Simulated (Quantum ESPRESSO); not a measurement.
# Magnetic state of MnI2 from several starts, part 2 of 3

A self-consistent run ends on one state, which hangs on the start. Several orders of MnI2 are started in Quantum ESPRESSO and their energies compared.

Quantum ESPRESSO 7.5; LDA with U = 5 eV on Mn d (ortho-atomic projectors); plane waves with GBRV 1.5 LDA potentials, no spin-orbit coupling.

So far: The structure; Run 1 (ferro +).

The database entry behind the starting cell has ideal inner coordinates that were not refined, so it need not match the best structure at ambient conditions.

## Step 3: Start 2: antiferro q=(0,1/2,0) +−

The cell is doubled to 6 atoms to hold this order. The wavevector q is in fractions of the reciprocal vectors of the crystal's primitive cell, as the cells of these inputs are built from it; moments change sign between cells as cos(2π q·R).

pw.in reads:

```
&CONTROL
  calculation = 'scf'
  prefix = 'pwscf'
  outdir = './tmp'
  pseudo_dir = './pseudo'
  disk_io = 'nowf'
/
&SYSTEM
  ibrav = 0
  nat = 6
  ntyp = 3
  ecutwfc = 40
  ecutrho = 280
  nbnd = 39
  occupations = 'smearing'
  smearing = 'fd'
  degauss = 0.00367493
  nspin = 2
  starting_magnetization(1) = 0.3
  starting_magnetization(2) = -0.3
  starting_magnetization(3) = 0
/
&ELECTRONS
  conv_thr = 1.2d-08
  electron_maxstep = 150
  mixing_beta = 0.3
/
ATOMIC_SPECIES
Mn1    54.9380 mn_lda_v1.5.uspp.F.UPF
Mn2    54.9380 mn_lda_v1.5.uspp.F.UPF
I     126.9045 i_lda_v1.uspp.F.UPF
CELL_PARAMETERS angstrom
   4.1600000000    0.0000000000    0.0000000000
  -4.1600000000    7.2053313594    0.0000000000
   0.0000000000    0.0000000000    6.8200000000
ATOMIC_POSITIONS crystal
Mn1     0.0000000000    0.0000000000    0.0000000000
Mn2     0.0000000000    0.5000000000    0.0000000000
I       0.3333333333    0.3333333334    0.2500000000
I       0.3333333333    0.8333333333    0.2500000000
I       0.6666666667    0.1666666666    0.7500000000
I       0.6666666667    0.6666666666    0.7500000000
K_POINTS automatic
6 3 6 0 0 0
HUBBARD {ortho-atomic}
U Mn1-3d 5.0000
U Mn2-3d 5.0000
```

On the command line:

```bash
OMP_NUM_THREADS=1 mpirun -n 2 pw.x -nk 2 -in pw.in > pw.out
```

Log:

```text
[banner, memory and clock lines left out]
Program PWSCF v.7.5 starts

     Message from routine setup:
     using ibrav=0 with symmetry is DISCOURAGED, use correct ibrav instead

     bravais-lattice index     =            0
     lattice parameter (alat)  =       7.8613  a.u.
     unit-cell volume          =    1379.5208 (a.u.)^3
     number of atoms/cell      =            6
     number of atomic types    =            3
     number of electrons       =        58.00
     number of Kohn-Sham states=           39
     kinetic-energy cutoff     =      40.0000  Ry
     charge density cutoff     =     280.0000  Ry
     scf convergence threshold =      1.2E-08
     mixing beta               =       0.3000
     number of iterations used =            8  plain     mixing
     Exchange-correlation= SLA  PZ   NOGX NOGC
                           (   1   1   0   0   0   0   0)
     Hubbard projectors: ortho-atomic
     Hubbard parameters of DFT+U (Dudarev formulation) in eV:
     U(Mn1-3d) =  5.0000
     U(Mn2-3d) =  5.0000

     Internal variables: lda_plus_u =T, lda_plus_u_kind = 0

     Internal variables: orbital_resolved =F, hub_pot_fix =F, apply_U = F

     celldm(1)=   7.861261  celldm(2)=   0.000000  celldm(3)=   0.000000
     celldm(4)=   0.000000  celldm(5)=   0.000000  celldm(6)=   0.000000

     crystal axes: (cart. coord. in units of alat)
               a(1) = (   1.000000   0.000000   0.000000 )
               a(2) = (  -1.000000   1.732051   0.000000 )
               a(3) = (   0.000000   0.000000   1.639423 )

     reciprocal axes: (cart. coord. in units 2 pi/alat)
               b(1) = (  1.000000  0.577350 -0.000000 )
               b(2) = (  0.000000  0.577350  0.000000 )
               b(3) = (  0.000000 -0.000000  0.609971 )

     PseudoPot. # 1 for Mn read from file:
     mn_lda_v1.5.uspp.F.UPF
     Pseudo is Ultrasoft + core correction, Zval = 15.0

     PseudoPot. # 2 for Mn read from file:
     mn_lda_v1.5.uspp.F.UPF
     Pseudo is Ultrasoft + core correction, Zval = 15.0

     PseudoPot. # 3 for I  read from file:
     i_lda_v1.uspp.F.UPF
     Pseudo is Ultrasoft + core correction, Zval =  7.0

     atomic species   valence    mass     pseudopotential
     Mn1              15.00    54.93800     Mn( 1.00)
     Mn2              15.00    54.93800     Mn( 1.00)
     I                 7.00   126.90450     I ( 1.00)

     Starting magnetic structure
     atomic species   magnetization
     Mn1             0.300
     Mn2            -0.300
     I               0.000

      4 Sym. Ops., with inversion, found

   Cartesian axes

     site n.     atom                  positions (alat units)
         1        Mn1    tau(   1) = (   0.0000000   0.0000000   0.0000000  )
         2        Mn2    tau(   2) = (  -0.5000000   0.8660254   0.0000000  )
         3        I      tau(   3) = (  -0.0000000   0.5773503   0.4098558  )
         4        I      tau(   4) = (  -0.5000000   1.4433757   0.4098558  )
         5        I      tau(   5) = (   0.5000000   0.2886751   1.2295673  )
         6        I      tau(   6) = (   0.0000000   1.1547005   1.2295673  )

     number of k points=    40  Fermi-Dirac smearing, width (Ry)=  0.0037
                       cart. coord. in units 2pi/alat
        k(    1) = (   0.0000000   0.0000000   0.0000000), wk =   0.0092593
        k(    2) = (   0.0000000   0.0000000   0.1016618), wk =   0.0185185
        k(    3) = (   0.0000000   0.0000000   0.2033236), wk =   0.0185185
        k(    4) = (   0.0000000   0.0000000  -0.3049853), wk =   0.0092593
        k(    5) = (   0.0000000   0.1924501   0.0000000), wk =   0.0185185
        [... 35 further k-points ...]

     Dense  grid:   109049 G-vectors     FFT dimensions: (  45,  90,  72)

     Smooth grid:    47231 G-vectors     FFT dimensions: (  32,  64,  54)

     Check: negative core charge=   -0.000014
     Generating pointlists ...
     new r_m :   0.2921 (alat units)  2.2960 (a.u.) for type    1
     new r_m :   0.2921 (alat units)  2.2960 (a.u.) for type    2
     new r_m :   0.2921 (alat units)  2.2960 (a.u.) for type    3

     Initial potential from superposition of free atoms

     starting charge      56.9995, renormalised to      58.0000

     STARTING HUBBARD OCCUPATIONS:

     =================== HUBBARD OCCUPATIONS ===================
     ------------------------ ATOM    1 ------------------------
     Tr[ns(  1)] (up, down, total) =   5.00000  0.00000  5.00000
     Atomic magnetic moment for atom   1 =   5.00000
     [... lines left out ...]
     ------------------------ ATOM    2 ------------------------
     Tr[ns(  2)] (up, down, total) =   0.00000  5.00000  5.00000
     Atomic magnetic moment for atom   2 =  -5.00000
     [... lines left out ...]
     Number of occupied Hubbard levels =   10.0000

     Atomic wfc used for Hubbard projectors are orthogonalized

     Starting wfcs are   42 randomized atomic wfcs

     Self-consistent Calculation

     iteration #  1     ecut=    40.00 Ry     beta= 0.30
     Davidson diagonalization with overlap
     ethr =  1.00E-02,  avg # of iterations =  4.2

     =================== HUBBARD OCCUPATIONS ===================
     ------------------------ ATOM    1 ------------------------
     Tr[ns(  1)] (up, down, total) =   4.97060  0.13948  5.11008
     Atomic magnetic moment for atom   1 =   4.83111
     [... lines left out ...]
     ------------------------ ATOM    2 ------------------------
     Tr[ns(  2)] (up, down, total) =   0.13948  4.97059  5.11006
     Atomic magnetic moment for atom   2 =  -4.83111
     [... lines left out ...]
     Number of occupied Hubbard levels =   10.2201

     Threshold (ethr) on eigenvalues was too large:
     Diagonalizing with lowered threshold

     Davidson diagonalization with overlap
     ethr =  6.39E-04,  avg # of iterations =  2.0

     total energy              =    -681.03799352 Ry
     estimated scf accuracy    <       0.39948900 Ry

     total magnetization       =     0.00 Bohr mag/cell
     absolute magnetization    =     9.80 Bohr mag/cell

     iteration #  2     ecut=    40.00 Ry     beta= 0.30
     Davidson diagonalization with overlap
     ethr =  6.89E-04,  avg # of iterations =  2.8

     total energy              =    -681.09632177 Ry
     estimated scf accuracy    <       0.05033620 Ry

     total magnetization       =     0.00 Bohr mag/cell
     absolute magnetization    =     9.76 Bohr mag/cell

     [... further iterations left out ...]

     iteration #  9     ecut=    40.00 Ry     beta= 0.30
     Davidson diagonalization with overlap
     ethr =  3.70E-10,  avg # of iterations =  2.3

     negative rho (up, down):  4.919E-04 4.919E-04

     total energy              =    -681.10939872 Ry
     estimated scf accuracy    <       0.00000003 Ry

     total magnetization       =    -0.00 Bohr mag/cell
     absolute magnetization    =     9.80 Bohr mag/cell

     iteration # 10     ecut=    40.00 Ry     beta= 0.30
     Davidson diagonalization with overlap
     ethr =  4.54E-11,  avg # of iterations =  4.0

     negative rho (up, down):  4.917E-04 4.917E-04

     Magnetic moment per site  (integrated on atomic sphere of radius R)
     atom   1 (R=0.292)  charge= 13.5406  magn=  4.6446
     atom   2 (R=0.292)  charge= 13.5406  magn= -4.6446
     atom   3 (R=0.292)  charge=  4.7302  magn= -0.0113
     atom   4 (R=0.292)  charge=  4.7302  magn=  0.0113
     atom   5 (R=0.292)  charge=  4.7302  magn=  0.0113
     atom   6 (R=0.292)  charge=  4.7302  magn= -0.0113

     End of self-consistent calculation

     =================== HUBBARD OCCUPATIONS ===================
     ------------------------ ATOM    1 ------------------------
     Tr[ns(  1)] (up, down, total) =   4.99148  0.23356  5.22504
     Atomic magnetic moment for atom   1 =   4.75792
     [... lines left out ...]
     ------------------------ ATOM    2 ------------------------
     Tr[ns(  2)] (up, down, total) =   0.23356  4.99148  5.22504
     Atomic magnetic moment for atom   2 =  -4.75792
     [... lines left out ...]
     Number of occupied Hubbard levels =   10.4501

     [... lines left out ...]
     the Fermi energy is     5.2323 ev

!    total energy              =    -681.10939873 Ry
     estimated scf accuracy    <          5.5E-09 Ry
     smearing contrib. (-TS)   =      -0.00000000 Ry
     internal energy E=F+TS    =    -681.10939873 Ry

     The total energy is F=E-TS. E is the sum of the following terms:
     one-electron contribution =    -409.25350119 Ry
     hartree contribution      =     220.10311723 Ry
     xc contribution           =    -242.37063424 Ry
     ewald contribution        =    -249.67059268 Ry
     Hubbard energy            =       0.08221214 Ry

     total magnetization       =     0.00 Bohr mag/cell
     absolute magnetization    =     9.80 Bohr mag/cell

     convergence has been achieved in  10 iterations
```

It took 2.7 min on 2 MPI ranks of Arm Neoverse V2, shared host; peak memory 0.93 GiB.

Spin moment in the atom's sphere by atom:

```tsv
atom	spin moment in the atom's sphere (μB)
Mn1	4.64
Mn2	-4.64
I3	-0.01
I4	0.01
I5	0.01
I6	-0.01
```

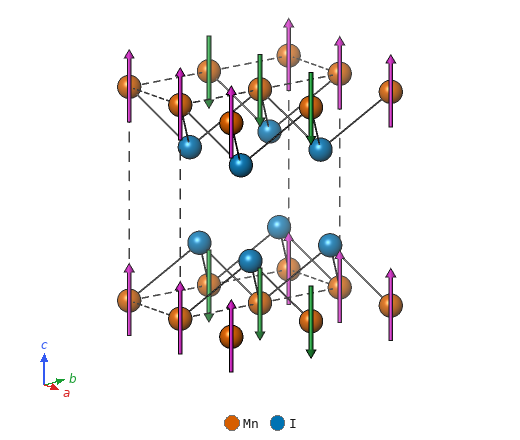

Spin moment in the atom's sphere as arrows, the longest 4.64 μB. Up and down stand for the sign. Arrows give size and sign along the axis of quantisation, drawn up and down the page. The two directions have two colours. Bonds to atoms that aren't drawn are left out. 2×1×1 cells are drawn. Some periodic images of atoms are drawn too.

This step gave:

| Quantity | Value |
| --- | --- |
| smearing term TS | 6.34e-11 eV |
| magnetization | 0 μB |
| absolute magnetization | 9.8 μB |
| final state | antiferromagnetic |

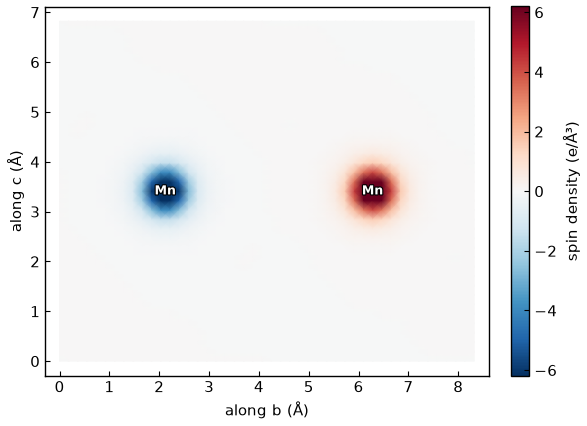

Spin density in the bc plane at fractional x = 0.000, with atoms of Mn within 0.2 Å of it. The map starts off the cell's origin, so that atoms lie inside it.

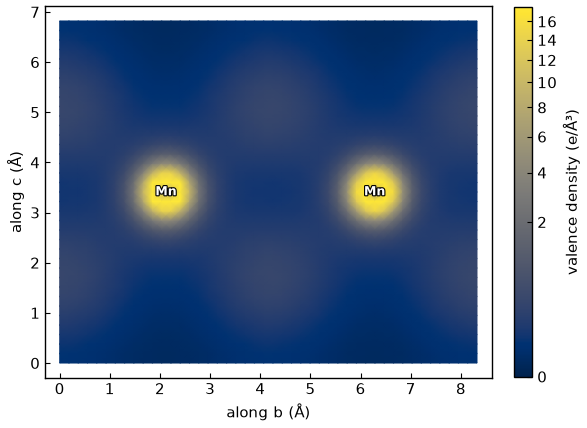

Valence density in the bc plane at fractional x = 0.000, with atoms of Mn within 0.2 Å of it. It is the smooth field of the valence electrons, not physical close to the nuclei. The map starts off the cell's origin, so that atoms lie inside it. The colour scale is stretched toward low values.

## Step 4: Run 3 (no spin polarisation)

pw.in reads:

```
&CONTROL
  calculation = 'scf'
  prefix = 'pwscf'
  outdir = './tmp'
  pseudo_dir = './pseudo'
  disk_io = 'nowf'
/
&SYSTEM
  ibrav = 0
  nat = 3
  ntyp = 2
  ecutwfc = 40
  ecutrho = 280
  nbnd = 22
  occupations = 'smearing'
  smearing = 'fd'
  degauss = 0.00367493
/
&ELECTRONS
  conv_thr = 6d-09
  electron_maxstep = 150
  mixing_beta = 0.3
/
ATOMIC_SPECIES
Mn     54.9380 mn_lda_v1.5.uspp.F.UPF
I     126.9045 i_lda_v1.uspp.F.UPF
CELL_PARAMETERS angstrom
   4.1600000000    0.0000000000    0.0000000000
  -2.0800000000    3.6026656797    0.0000000000
   0.0000000000    0.0000000000    6.8200000000
ATOMIC_POSITIONS crystal
Mn      0.0000000000    0.0000000000    0.0000000000
I       0.3333333333    0.6666666667    0.2500000000
I       0.6666666667    0.3333333333    0.7500000000
K_POINTS automatic
6 6 6 0 0 0
HUBBARD {ortho-atomic}
U Mn-3d 5.0000
```

Log:

```text
     [... lines left out ...]
Program PWSCF v.7.5 starts
     [... lines left out ...]
     number of atoms/cell      =            3
     [... lines left out ...]
     number of electrons       =        29.00
     number of Kohn-Sham states=           22
     kinetic-energy cutoff     =      40.0000  Ry
     charge density cutoff     =     280.0000  Ry
     scf convergence threshold =      6.0E-09
     [... lines left out ...]
     12 Sym. Ops., with inversion, found
     [... lines left out ...]
     number of k points=    34  Fermi-Dirac smearing, width (Ry)=  0.0037
     [... lines left out ...]
     iteration # 19     ecut=    40.00 Ry     beta= 0.30
     [... lines left out ...]
     Tr[ns(  1)] =   5.67381
     [... lines left out ...]
     the Fermi energy is     3.9288 ev
!    total energy              =    -340.19234261 Ry
     estimated scf accuracy    <          7.8E-10 Ry
     smearing contrib. (-TS)   =      -0.00360208 Ry
     [... lines left out ...]
     convergence has been achieved in  19 iterations
```

Elapsed: 27 s, on 2 MPI ranks; peak memory 0.35 GiB; 55 s of CPU time.

Numbers from this step:

| Item | Value |
| --- | --- |
| smearing term TS | 0.04901 eV |
| final state | non-magnetic (no spin polarisation) |

## Step 5: A faulty input

As a test, an input with a fault in it is run.

pw.in: that of step 4 with these lines changed.

```diff
@@ -13,6 +13,8 @@
   ecutrho = 280
-  nbnd = 22
+  nbnd = 24
   occupations = 'smearing'
   smearing = 'fd'
-  degauss = 0.00367493
+  nspin = 2
+  starting_magnetization(1) = 0.3
+  starting_magnetization(2) = 0
 /
@@ -20,3 +22,3 @@
   conv_thr = 6d-09
-  electron_maxstep = 150
+  electron_maxstep = 60
   mixing_beta = 0.3
```

Log:

```text
     [... lines left out ...]
Program PWSCF v.7.5 starts
     Error in routine  set_occupations (1):
      smearing requires a value for gaussian broadening (degauss)
 %%%%%%%%%%%%%%%%%%%%%%%%%%%%%%%%%%%%%%%%%%%%%%%%%%%%%%%%%%%%%%%%%%%%%%%%%%%%%%
     stopping ...
```

Run time: 0.49 s. Hardware: 2 MPI ranks; peak memory 0.08 GiB.

The input was rejected at the start.

The program's message: “set_occupations (1): smearing requires a value for gaussian broadening (degauss)”

The fault put into the input: smearing without a width.

## Step 6: The states side by side

An order is kept where moments of 0.15 μB or more survive with the typed signs; meshes match where a doubled cell samples the same k points as the first cell.

Orders:

```tsv
start	final state	typed order kept	energy over the lowest (meV a seeded atom)	largest site moment (μB)	net moment (μB a cell of the first run)	mesh matched	CPU time (s)
ferro +	ferromagnetic	yes	0	4.655	5	yes	68.85
antiferro q=(0,1/2,0) +-	antiferromagnetic	yes	2.577	4.645	0	yes	322
no spin polarisation	non-magnetic	-	4933	0	0	yes	54.85
```

(Continued in part 3 of 3.)

[Logs and program files are shortened in this print: banners, set-up blocks, solver, clock and traceback lines can be left out without a mark of their own.]

[Logs are printed without paths, hosts, clocks, repeated set-up lines and the standing remarks that a program may print on its own settings, such as how far it seeks lower states.]

[Hosts, paths, dates, database ids (printed as entryN), source tags and the programs' standing remarks are cut or masked in the printed files.]

[Where a cell is said to come from a database of computed structures, the database is the Materials Project.]
